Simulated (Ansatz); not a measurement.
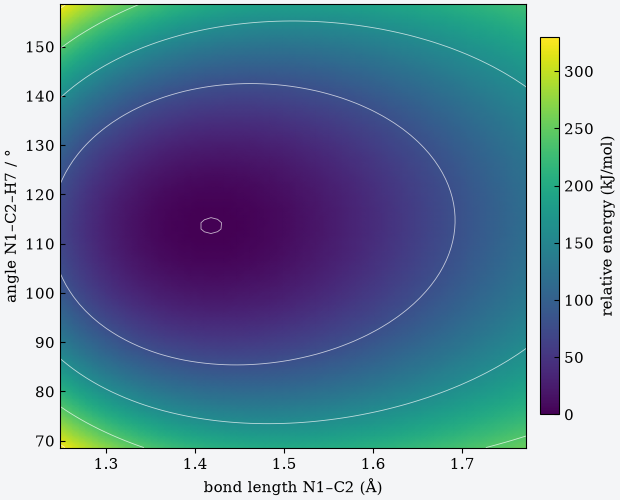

CH3BBrN, SMILES NC=BBr. Coordinates scanned: (1) bond length N1–C2; (2) angle N1–C2–H7. Nothing is relaxed (all other coordinates rigid). The grid has 11 × 11 points. Points are written as (first, second). Energies are in kJ/mol, from the lowest grid point. Computed with RKS r2SCAN-D4/def2-TZVP in Ansatz.

In the figure: a smooth colour map with a few white contour lines. Between grid points the surface is interpolated.

The lowest grid point is at (1.405 Å, 113.6°). No other kind of well shows on this grid. The highest grid point, (1.248 Å, 158.6°), lies 329 kJ/mol above the lowest. Round the minimum the two coordinates are nearly uncoupled.

The system is changed to CH₃BClN, SMILES NC=BCl; the new grid has 13 × 13 points.

### What will the new map look like?

The minimum (interpolated where it lies between grid points) moves from about (1.418 Å, 114°) to about (1.421 Å, 114°). The curvature at the minimum changes by less than a tenth (about 36) eV/Å² along bond length N1–C2 and by less than a tenth (about 6.8) eV/rad² along angle N1–C2–H7.

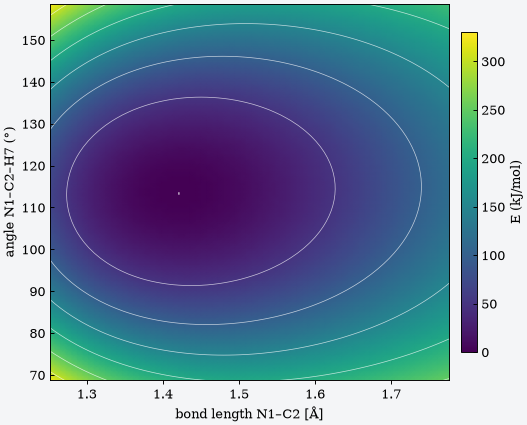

The map after the change, on a colour scale of its own. The picture shows a smooth colour map with a few white contour lines. Between grid points the surface is interpolated.
